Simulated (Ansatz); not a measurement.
**F2H4OSi2: density, localisation and related maps**

Input file:

```
crystal:
  periodic: [false, false, false]
  atoms:
    - {symbol: Si, position_ang: [-1.271152, -0.908855, 0.007704]}
    - {symbol: F, position_ang: [-1.080780, -1.702421, 1.362828]}
    - {symbol: F, position_ang: [-0.937815, -1.921606, -1.160881]}
    - {symbol: H, position_ang: [-2.662980, -0.470523, -0.108771]}
    - {symbol: O, position_ang: [-0.268610, 0.336343, -0.044702]}
    - {symbol: Si, position_ang: [1.230631, 1.012781, -0.018980]}
    - {symbol: H, position_ang: [1.062220, 2.479146, -0.143254]}
    - {symbol: H, position_ang: [1.900773, 0.682807, 1.262077]}
    - {symbol: H, position_ang: [2.027613, 0.492528, -1.156121]}
basis:
  gaussian: {orbitals: def2-TZVPP}
hamiltonian: {xc: pbe0, dispersion: d4}
output: {orbitals: {seedname: orbitals}}
```

Launched as:

```sh
ansatz run in.yaml --threads 4 --pin off --events-out ev --progress --plain --max-ram 9574MiB
```

The product side of a reaction path; geometry: PBE0-D4/def2-TZVP.

Level of theory: RKS PBE0-D4/def2-TZVPP in Ansatz 0.2.0.

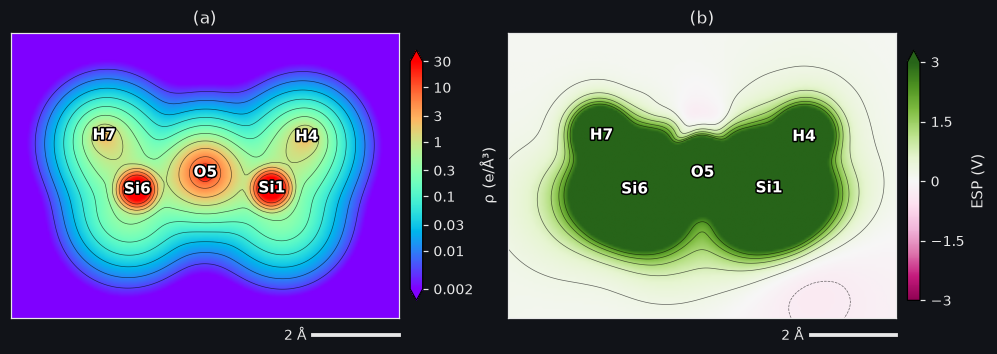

Figure 1. (a) electron density; (b) electrostatic potential on the plane of atoms H4, Si1 and O5.

What do the fields say about this system?

- The section cuts through Si, H and O sites.
- Si–O (1.60 Å): the density is about 1.3 e/Å³ at the midpoint.
- Si–H (1.46 Å): ρ is about 0.89 e/Å³ halfway.
- Si–O (1.64 Å): ρ is about 1.1 e/Å³ halfway.
- Outside the dense part of the molecule the potential is most negative (−0.3 V) near F2, which lies off the plane.

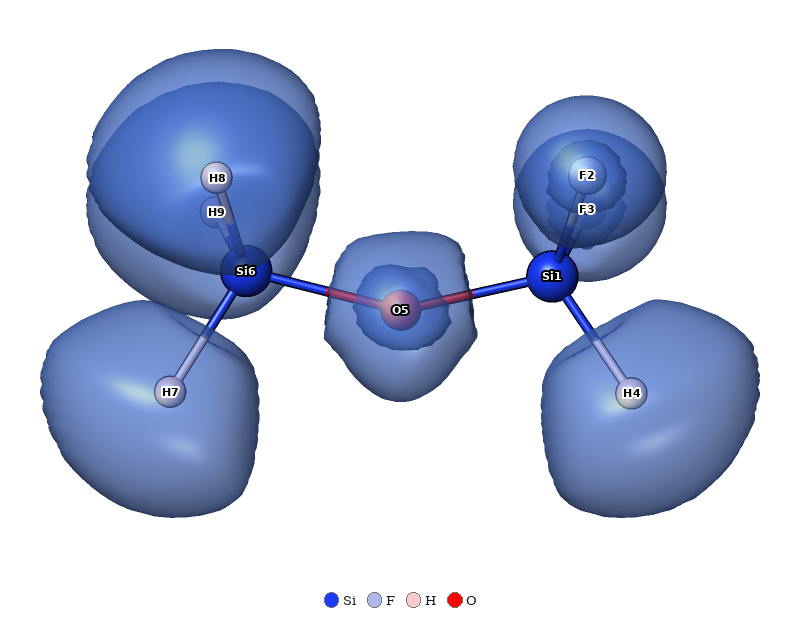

Figure 2. Isosurface of the ELF at 0.75 (blue), seen from one side. Core shells and regions of very low density are left out.

Identify the bonds, lone pairs and shells in this picture.

The surface consists of four regions around hydrogen nuclei, one region on O in which the atom's valence shell and bonds are merged and two regions wrapped around F (its lone pairs, merged into a ring or cap).


Si–F (1.58 Å): the ELF peaks at about 0.85 in the valence shell of F, 0.6 Å from its nucleus, and is about 0.50 at the midpoint. Si–O (1.60 Å): the ELF peaks at about 0.85 between the atoms; a polar covalent bond.

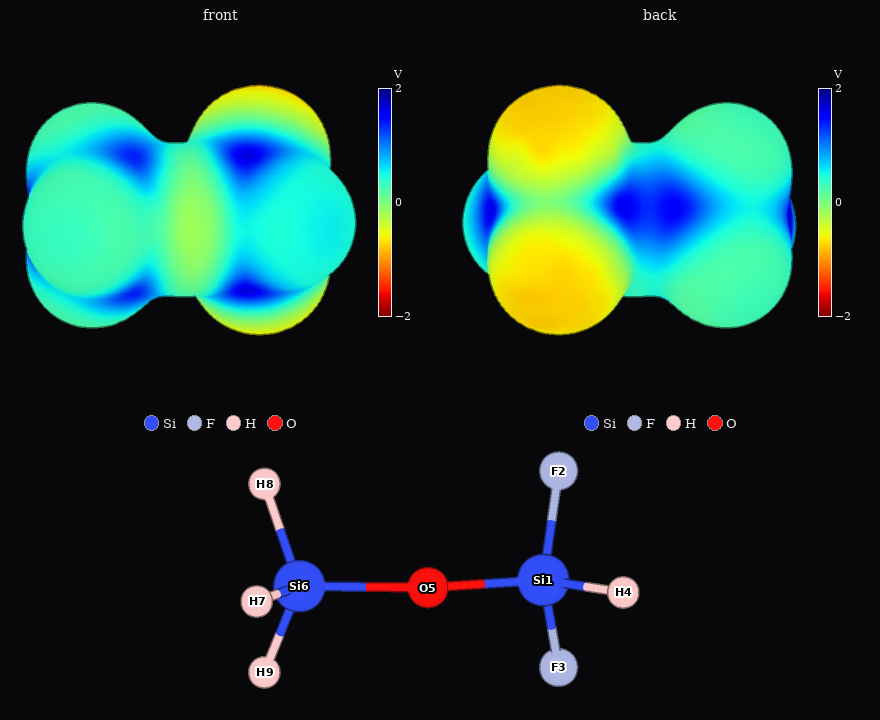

Figure 3. The molecular electrostatic potential painted on the density surface at 0.002 e/bohr³, seen from the front and from behind; the colour scale runs from red (negative) to blue (positive). The bare structure is drawn below in the same view.

Where is the surface potential most negative and most positive?

The most negative region (about −0.8 V, or −18 kcal/mol for a unit charge) lies over F2 and F3, the most positive (about +1.7 V, or +39 kcal/mol for a unit charge) over Si6.

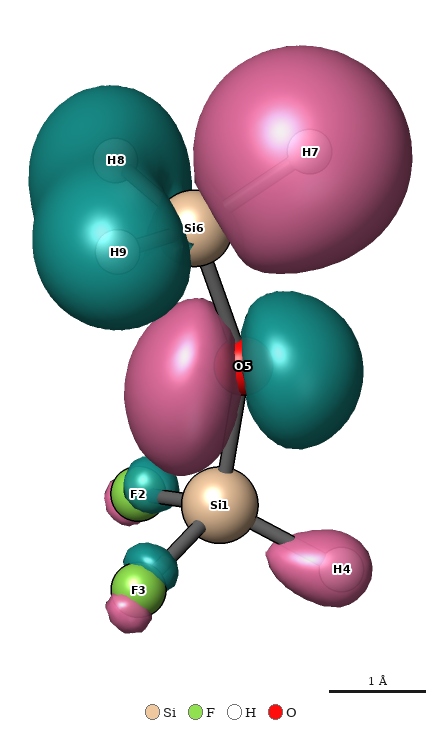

Figure 4. The HOMO−1 at ±0.1 Å⁻³ᐟ² (teal and pink are the two phases), seen at an oblique angle.

Where does this orbital lie, and at what energy?

Its weight (Hirshfeld) is mainly on Si6 (about 30 %), H7 (about 25 %), O5 (about 25 %), H8 (about 10 %) and H9 (about 10 %). Its energy is −9.52 eV.
